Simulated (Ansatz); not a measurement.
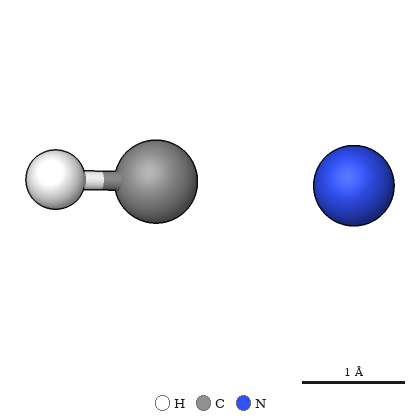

(Drawn from a calculation with Ansatz.)

Geometry: a fixed input geometry, not necessarily a minimum.

**Count the atoms of each element.**

CHN, 3 atoms: 1 carbon, 1 hydrogen and 1 nitrogen. Judged by distances it falls into 2 fragments: CH, N.

**How many bonds of each kind are drawn?**

1 C–H. Sticks follow a distance rule.
